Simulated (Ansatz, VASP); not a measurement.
# Te (Tellurium) in two plane-wave programs, part 2 of 2

One calculation is typed for both programs; each brings its own data sets. How far apart do they land? The cell is taken from a series of VASP runs on this material, whose earlier steps may have relaxed, scaled or displaced it; both programs get it as it stands. Valence electrons are named where the data sets of a main pair hold unlike numbers.

VASP 6.6.1 and Ansatz 0.2.0.

So far. Step 2 (VASP: band structure, HSE06): The k-mesh is coarse for exact exchange; levels may shift by about 0.1 eV on a finer one. The PAW data sets were made with PBE, which is usual practice but a small mismatch for other functionals.

## 3. Ansatz: band structure, HSE06

Level of this step: Ansatz beside VASP: Kohn-Sham DFT, plane waves, HSE06 (Ansatz).

Ansatz runs on its default PAW (the set named soft_2) files.

The same cell, functional, mesh and smearing now go to Ansatz, which takes its cutoff from its data sets.

Contents of input.yaml:

```yaml
crystal:
  lattice:
    - [4.454, 0.0, 0.0]
    - [-2.227, 3.8572771485, 0.0]
    - [0.0, 0.0, 5.924]
  atoms:
    - { symbol: Te, position: [0.731, 0.731, 0.0] }
    - { symbol: Te, position: [0.0, 0.269, 0.6666666667] }
    - { symbol: Te, position: [0.269, 0.0, 0.3333333333] }
hamiltonian:
  xc: { exchange: pbe, correlation: pbe, exx: { coeff: 0.25, omega: 0.2 } }
  pseudopotentials: { kind: paw }
kpoints:
  mp_grid: { grid: [4, 4, 3] }
  band_path:
    path:
      - [0.0, 0.0, 0.0]
      - [0.44444, 0.0, 0.0]
      - [0.38889, 0.22222, 0.0]
      - [0.18519, 0.18519, 0.0]
      - [0.0, 0.0, 0.11111]
      - [0.0, 0.0, 0.5]
      - [0.44444, 0.0, 0.5]
      - [0.38889, 0.22222, 0.5]
      - [0.35185, 0.2963, 0.5]
      - [0.33333, 0.33333, 0.5]
      - [0.18519, 0.18519, 0.5]
      - [0.5, 0.0, 0.38889]
      - [0.33333, 0.33333, 0.0]
      - [0.33333, 0.33333, 0.5]
    npoints: 1
scf:
  occupations: { method: gaussian, width: 0.03 }
  n_extra_bands: 7
output:
  forces: true
  stress: true
  eigenvalues: true
```

Command:

```
ansatz run input.yaml --threads 4 --pin off --max-ram 9216MiB --backend cpu --events-out ev --progress --plain --runs-dir out
```

Numbers of over 12 decimals in the logs are rounded to 6 here.

The program printed:

```text
Warning: output.stress: scf.convergence.dr2_threshold = 1e-7 eV (the SCF's general default) is looser than the 3e-10 eV advised for a printed stress (1e-10 eV for each atom of the cell: 3). What an SCF threshold leaves in a stress goes as its square root, and in the free energy as the threshold itself, and one threshold admits the most on a small cell: [figures from the program's tests cut] Set scf.convergence.dr2_threshold to 3e-10 eV or tighter. The threshold is an SCF's pass mark: one that does not reach it within its budget of iterations ends unconverged, or closes short of it on a stop that the run arms, and scf.convergence.dr2_threshold's page says what that costs each kind of run
Warning: output.stress: scf.exx.energy_threshold = 1e-6 eV is looser than the 3e-8 eV advised for a stress under a hybrid functional (1e-8 eV for each atom of the cell: 3). Every SCF of the exchange loop can meet its threshold on dr2 while the loop round them stops early: no threshold on dr2 bounds what that leaves in the stress. Set scf.exx.energy_threshold to 3e-8 eV or tighter. The threshold is the loop's pass mark: a loop that does not reach it within its budget of cycles ends unconverged, and scf.exx.energy_threshold's page has the law
scf.n_extra_bands = 7 over 24 filled bands (N_el = 48.0): the run solves 31 bands
Engine: ansatz 0.2.0, x86_64-unknown-linux-gnu
Pseudopotentials: kind: paw
Pseudopotential: Te, paw, valence charge 16, recommended cutoff 420 eV (normal), Te.paw.azcp
Functional definition: unnamed
  parameter a_1 = 0.25
  parameter omega_1 = 0.2/angstrom
  exchange = pbe_x + (-a_1)*pbe_x_sr(omega_1) + a_1*exact_x_sr(omega_1)
  correlation = pbe_c
Crystal: 3 atoms, lattice volume = 101.776 Å³
Basis set: ecut = 420 eV, 1993 PW (Γ), exchange–correlation on 60×60×80 points (8 copies of the dense FFT grid, shifted against one another)
Bands: 31, of which v1, the nominal top of the filled ones, is band 24 counted from 1 (23 counted from 0)
Symmetry: 6 space group operations
Space group: P3121 (ITA 152), of the structure as read, at distance tolerance 4.7e-5 Å
k-points: 9 of 48 (time reversal used)
Non-local potential: Te, projectors of the file, l = 0: 2, l = 1: 2, l = 2: 2, l = 3: 2
PAW form: soft (Blöchl's): semilocal exchange-correlation on the pseudo side does not see the compensation charge
PAW frozen core: Te, regenerated for the run's functional, and the local potential with it (the file was generated under x = pbe(κ = 0.804, μ = 0.219515), c = pbe(β = 0.066725))
PAW one-centre angular grid: Te, 590 points (default); XC on 64 Gauss nodes
Initial density: superposition of atomic densities (neutral atoms: chi_scale 0, normalization atom), corrected by the library's trained network
Initial wavefunctions: pseudopotential atomic-orbital guess
Functional: x = pbe(κ = 0.804, μ = 0.219515), c = pbe(β = 0.066725), warm-up for x = pbe(κ = 0.804, μ = 0.219515) + 0.25 (exact − pbe) at short range (hse, ω = 0.2 Å⁻¹), c = pbe(β = 0.066725)
SCF iter   1: F=—  HF=-20939.827868 eV  |F-HF|=—  |Δ(HF+E_count)|=         —  Δρ=1.46e-3  dr2=1.45e-3  ethr=1.77e-3  ⟨swp⟩=12.6  Hψ=1263  notcnv=0
preconditioner: auto → none  [insulator: Δε(μ)=0.798 eV  Ē_g=9.860 eV  σ=0.030 eV  W_gap=1.00  n_scr=22 (ndim 8)  ℏωp=15.6 eV  f_vac=0.027  D(μ)=0.00/eV (n_scr^D=0)]
SCF iter   2: F=—  HF=-20939.829391 eV  |F-HF|=—  |Δ(HF+E_count)|=   1.52e-3  Δρ=6.95e-4  dr2=2.65e-4  ethr=3.03e-6  ⟨swp⟩=5.1  Hψ=864  notcnv=0  defer=18
SCF iter   3: F=-20939.829795 eV  HF=-20939.829743 eV  |F-HF|=5.20e-5  |Δ(HF+E_count)|=   3.52e-4  Δρ=2.66e-4  dr2=4.36e-5  ethr=5.52e-7  ⟨swp⟩=3.6  Hψ=616  notcnv=0  defer=8
SCF 1 stopped early in 3 iterations: F = -20939.829795 eV  dr2 = 4.36e-5
  greatest PAW one-centre occupation: 0.998 electrons in one spin orbital (limit 2), on the Te atom at site 2 (counted from 0), in its partial waves of l = 2
Initial density: handed on by an earlier stage of this run
Initial wavefunctions: those handed on with the density
Functional: x = pbe(κ = 0.804, μ = 0.219515) + 0.25 (exact − pbe) at short range (hse, ω = 0.2 Å⁻¹), c = pbe(β = 0.066725)
Exchange kernel: α = 0.2500, screened, ω = 0.2000 Å⁻¹, Wigner–Seitz truncation, v(0) = 1121.4129 eV·Å³, q-mesh 4×4×3, nearest image of the exchange supercell L = 17.77 Å, pair-density grid 20×20×27, without the augmentation charges, whose exchange is taken in its separable form by FFT convolution over the k-point mesh (sized by the pseudopotential files, 27×27×40 at the most), smooth part of the exact exchange by density-matrix convolution
Frozen-core exchange: fock
SCF iter   1: F=—  HF=-20952.903981 eV  |F-HF|=—  |Δ(HF+E_count)|=         —  Δρ=4.06e-3  dr2=1.19e-2  ethr=9.08e-7  ⟨swp⟩=9.0  Hψ=1351  notcnv=0
preconditioner: auto → none  [insulator: Δε(μ)=1.236 eV  Ē_g=11.029 eV  σ=0.030 eV  W_gap=1.00  n_scr=22 (ndim 8)  ℏωp=15.6 eV  f_vac=0.026  D(μ)=0.00/eV (n_scr^D=0)]
SCF iter   2: F=—  HF=-20952.900430 eV  |F-HF|=—  |Δ(HF+E_count)|=   3.55e-3  Δρ=1.75e-3  dr2=3.40e-3  ethr=9.08e-7  ⟨swp⟩=4.0  Hψ=985  notcnv=0
SCF iter   3: F=—  HF=-20952.910980 eV  |F-HF|=—  |Δ(HF+E_count)|=   1.06e-2  Δρ=1.01e-3  dr2=8.71e-4  ethr=9.08e-7  ⟨swp⟩=4.1  Hψ=876  notcnv=0
iter 4 solved again at ethr=1.88e-8 eV; its pass at ethr=9.08e-7 eV (dr2=9.02e-6 eV) is discarded
SCF iter   4: F=—  HF=-20952.910751 eV  |F-HF|=—  |Δ(HF+E_count)|=   2.29e-4  Δρ=1.09e-4  dr2=6.79e-5  ethr=1.88e-8  ⟨swp⟩=4.1  Hψ=1288  notcnv=0
eigensolver tolerance schedule: the retry pair's looser diagonalisation over-reported the residual by 0.17 of it (diagonalisation noise at 0.18 of the residual, at the tolerance the schedule requests for it); recorded, not acted on — ethr = c·dr2/N_el stays at c = 1.0e-1
SCF iter   5: F=—  HF=-20952.911069 eV  |F-HF|=—  |Δ(HF+E_count)|=   3.18e-4  Δρ=1.22e-4  dr2=1.44e-5  ethr=1.60e-8  ⟨swp⟩=4.1  Hψ=792  notcnv=0  defer=1
SCF iter   6: F=-20952.911066 eV  HF=-20952.911066 eV  |F-HF|=2.21e-8  |Δ(HF+E_count)|=   2.78e-6  Δρ=7.16e-6  dr2=2.49e-6  ethr=1.60e-8  ⟨swp⟩=3.0  Hψ=535  notcnv=0
SCF 2 stopped early in 6 iterations: F = -20952.911066 eV  dr2 = 2.49e-6
  Residual-converged pass: ⟨swp⟩=4.0  Hψ=811  notcnv=0  max |occ|·‖R‖ = 5.8e-6 eV (tolerance 6.7e-6 eV)  dr2=2.49e-6  dr2_onsite=4.50e-9  max |Δocc| = 6.7e-206
  greatest PAW one-centre occupation: 0.998 electrons in one spin orbital (limit 2), on the Te atom at site 0 (counted from 0), in its partial waves of l = 2
hybrid outer 1: dexx = +1.333e-2 eV, tail = 1.67e-4 eV
Exchange kernel: α = 0.2500, screened, ω = 0.2000 Å⁻¹, Wigner–Seitz truncation, v(0) = 1121.4129 eV·Å³, q-mesh 4×4×3, nearest image of the exchange supercell L = 17.77 Å, pair-density grid 20×20×27, without the augmentation charges, whose exchange is taken in its separable form by FFT convolution over the k-point mesh (sized by the pseudopotential files, 27×27×40 at the most), smooth part of the exact exchange by density-matrix convolution
Frozen-core exchange: fock
SCF iter   1: F=—  HF=-20952.911151 eV  |F-HF|=—  |Δ(HF+E_count)|=         —  Δρ=4.07e-5  dr2=1.78e-6  ethr=1.74e-6  ⟨swp⟩=4.7  Hψ=596  notcnv=0
preconditioner: auto → none  [insulator: Δε(μ)=1.290 eV  Ē_g=11.049 eV  σ=0.030 eV  W_gap=1.00  n_scr=22 (ndim 8)  ℏωp=15.6 eV  f_vac=0.025  D(μ)=0.00/eV (n_scr^D=0)]
SCF iter   2: F=—  HF=-20952.911152 eV  |F-HF|=—  |Δ(HF+E_count)|=   1.69e-6  Δρ=1.87e-5  dr2=3.60e-7  ethr=3.20e-9  ⟨swp⟩=4.2  Hψ=855  notcnv=0  defer=1
SCF iter   3: F=—  HF=-20952.911152 eV  |F-HF|=—  |Δ(HF+E_count)|=   6.46e-8  Δρ=7.70e-6  dr2=2.90e-8  ethr=4.99e-10  ⟨swp⟩=3.3  Hψ=561  notcnv=0  defer=2
SCF iter   4: F=—  HF=-20952.911152 eV  |F-HF|=—  |Δ(HF+E_count)|=   9.63e-8  Δρ=1.91e-6  dr2=2.89e-9  ethr=4.42e-11  ⟨swp⟩=4.7  Hψ=847  notcnv=0  defer=5
SCF iter   5: F=-20952.911152 eV  HF=-20952.911152 eV  |F-HF|=6.91e-11  |Δ(HF+E_count)|=  9.60e-10  Δρ=3.03e-7  dr2=3.63e-10  ethr=5.39e-12  ⟨swp⟩=3.3  Hψ=730  notcnv=0  defer=2
SCF 3 converged in 5 iterations: F = -20952.911152 eV  dr2 = 3.63e-10
  Residual-converged pass: ⟨swp⟩=3.2  Hψ=580  notcnv=0  max |occ|·‖R‖ = 5.4e-7 eV (tolerance 5.4e-7 eV)  dr2=3.68e-10  dr2_onsite=1.43e-11  max |Δocc| = 5.1e-209
  greatest PAW one-centre occupation: 0.998 electrons in one spin orbital (limit 2), on the Te atom at site 1 (counted from 0), in its partial waves of l = 2
hybrid outer 2: dexx = +1.705e-6 eV, tail = 2.65e-8 eV, Δε = 2.22e-3 eV (about 6.64e-5 eV left of the loop's levels), ΔF = 2.20e-3 eV/Å (tail 7.60e-4)
NSCF: frozen V_eff on 14 k-points
hybrid SCF converged: 2 outer / 11 inner (+3 warm-up), last move |dexx| = 1.71e-6 eV, tail = 2.65e-8 eV
Stability not checked: this state was not tested for a lower state beside it, because the functional holds exact exchange (a hybrid, or Hartree-Fock), whose exchange loop this test does not read (fock_operator; see scf.lower_state_search)
Free energy (F): -20952.911153 eV
Frozen-core exchange: fock
Harris-Foulkes:  -20952.911153 eV  (|F-HF|=6.91e-11)
Internal energy: -20952.911153 eV  (E = F + TS)
E sigma→0 (E₀):  -20952.911153 eV
Fermi energy:    8.792069 eV
--- Per-component energies (eV) ---
  E_band       = -900.489768
  E_kinetic    = 538.720659
  E_local      = -3815.027711  (includes V_loc(G=0)·N_el)
  E_nonlocal   = -935.676710
  E_hartree    = 2431.513247
  E_xc         = -299.645462
  E_vxc        = -250.503846  (∫ρ·V_xc dr)
  E_exx        = -135.720982  (= α·E_x^exact, valence–valence)
  E_paw        = -13936.238312  (= ΣΔE_a)
  E_vpaw       = -1029.586065  (= ΣTr[D̂ρ^β])
  E_aug_tail   = -0.000565  (compensation charges beyond the density's cutoff)
  E_ewald      = -4800.294125
  E_core_change = -0.541192  (= ΣΔE_core)
  E_smearing   = -0.000000  (= −TS)
  E_closure    = 0.000000  (closes the sum)
  Σ components = -20952.911153   (vs F -20952.911153, Δ=-3.64e-12)
--- Forces (eV/Å), atoms counted from 1 ---
  atom   1  Te     0.15409564     0.26690148     0.00000000
  atom   2  Te     0.15409564    -0.26690148    -0.00000000
  atom   3  Te    -0.30819129     0.00000000     0.00000000
  max |Σ_I F_I| component: 5.55e-17 eV/Å
--- Stress (GPa, compression-positive) ---
        0.153923       0.000000       0.000000
        0.000000       0.153923       0.000000
        0.000000       0.000000      -0.862738
  P = ⅓ Tr σ = -0.1850 GPa (-1.850 kbar)
--- Band table (eV; the first three rows and the last of 9) ---
  k-point 0: bands = [... 20 lower, 5.5061, 6.5547, 6.5547, 7.4263, 9.9601, 9.9601, 10.6192, 14.0705, ... 3 higher]
  k-point 1: bands = [... 20 lower, 5.6576, 6.7918, 7.0102, 7.3755, 9.4366, 9.4699, 9.7844, 13.2567, ... 3 higher]
  k-point 2: bands = [... 20 lower, 4.6793, 6.7847, 7.3520, 7.5020, 9.7775, 10.0130, 10.8684, 12.8223, ... 3 higher]
  k-point 8: bands = [... 20 lower, 3.9430, 5.8433, 7.3887, 8.1463, 9.6492, 10.5344, 11.7002, 13.9062, ... 3 higher]
```

Elapsed: 72 s, on 4 threads of Intel Xeon Platinum 8375C at 2.90GHz (Ice Lake), shared host; peak memory 1.1 GiB.

## 4. Comparison

Known differences besides the potentials themselves: exact exchange at q = 0 is treated differently, which shows on coarse meshes; VASP keeps PBE cores, Ansatz makes them for the functional; the data sets hold 48 valence electrons in Ansatz (on its default PAW (the set named soft_2) files) and 18 in VASP; the cutoff is 420 eV in Ansatz and 350 eV in VASP; VASP takes a coarser grid for exact exchange (PRECFOCK = Fast). Total energies have different zeros and are not compared.

Both answers:

```tsv
quantity	Ansatz	VASP	difference
gap over the path points (eV)	0.624	0.580	+0.044
```

Forces (eV/Å; atoms numbered as in POSCAR):

```tsv
atom	Ansatz x, y, z	VASP x, y, z
Te1	0.154, 0.267, 0.000	0.166, 0.287, 0.000
Te2	0.154, -0.267, 0.000	0.166, -0.287, 0.000
Te3	-0.308, 0.000, 0.000	-0.331, 0.000, 0.000
```

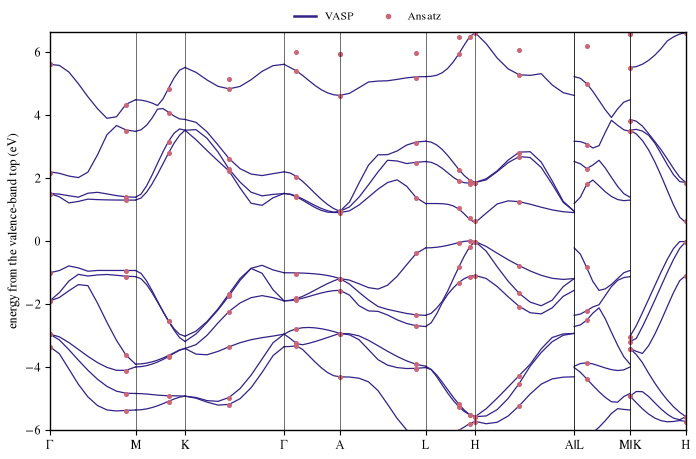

Bands from VASP (lines) and levels from Ansatz (dots). Dots without a line are higher empty bands that the VASP plot leaves out.

Levels at points of the path, from each program's valence-band top (eV; 4 filled, then empty):

```tsv
k (reciprocal lattice)	Ansatz	VASP
0.000 0.000 0.000	-2.96 -1.91 -1.91 -1.04 1.50 1.50 2.16	-2.96 -1.91 -1.91 -1.01 1.50 1.50 2.19
0.444 0.000 0.000	-4.13 -3.64 -1.13 -0.95 1.30 1.39 3.50	-4.11 -3.63 -1.12 -0.94 1.29 1.40 3.52
0.389 0.222 0.000	-3.68 -3.65 -2.56 -2.55 2.77 3.14 4.05	-3.67 -3.64 -2.55 -2.54 2.79 3.16 4.09
0.185 0.185 0.000	-3.37 -2.24 -1.76 -1.68 2.21 2.29 2.58	-3.37 -2.24 -1.75 -1.68 2.22 2.28 2.61
0.000 0.000 0.111	-2.80 -1.88 -1.83 -1.04 1.40 1.41 2.02	-2.79 -1.87 -1.84 -1.02 1.40 1.42 2.05
0.000 0.000 0.500	-2.95 -1.59 -1.21 -1.21 0.87 0.95 0.95	-2.94 -1.57 -1.20 -1.20 0.90 0.94 0.94
0.444 0.000 0.500	-3.92 -2.70 -2.37 -0.40 1.37 2.47 3.11	-3.92 -2.70 -2.35 -0.40 1.37 2.50 3.14
0.389 0.222 0.500	-5.19 -1.34 -0.84 -0.05 1.03 1.89 2.24	-5.18 -1.33 -0.84 -0.06 1.01 1.91 2.27
0.352 0.296 0.500	-5.54 -1.14 -0.19 0.00 0.72 1.80 1.90	-5.52 -1.12 -0.19 0.00 0.68 1.83 1.93
0.333 0.333 0.500	-5.60 -1.11 -0.02 -0.02 0.62 1.82 1.82	-5.58 -1.10 -0.02 -0.02 0.58 1.85 1.85
```

The forces differ by 13 meV/Å r.m.s., which is 7.0 % of the r.m.s. force of 0.191 eV/Å (both taken over all components). Among the levels compared at these points, filled levels agree within 23 meV and empty ones within 44 meV.

## 5. Other set-ups

Further runs change the set-up of one program: Ansatz's method, potentials or start, or VASP's data sets, cutoff or form of LDA. The table gives Ansatz less VASP for each quantity, since a change that brings one quantity closer may part another.

```tsv
run	r.m.s. force difference (meV/Å)	gap over the path points (eV)
as above	13	0.044
cores kept as stored	13	0.044
Ansatz's larger PAW set (cutoff 430 eV)	13	0.047
```

## 6. Summary of results

| Property | Result |
| --- | --- |
| r.m.s. force difference (band structure, HSE06) | 13 meV/Å |
| difference in gap over the path points (band structure, HSE06) | 0.044 eV |

The r.m.s. force difference is 13 meV/Å (band structure, HSE06), beyond the 12 meV/Å picked in this series as the mark of a large difference. The data sets hold unlike numbers of valence electrons (48 in Ansatz and 18 in VASP), so part of the differences comes from the potentials. For band structure, HSE06, no further run moves any of the tabulated differences by more than a quarter of its size. 1 further run of this series is not shown here. How closely two codes agree says nothing of how well the functional describes the real material.

[Lines on the potential files, build, host, timing and source positions are cut from VASP's logs without a mark.]

[Logs are printed without paths, hosts, clocks, repeated set-up lines and the standing remarks that a program may print on its own settings, such as how far it seeks lower states.]

[Hosts, paths, dates, database ids (printed as entryN), source tags and the programs' standing remarks are cut or masked in the printed files.]
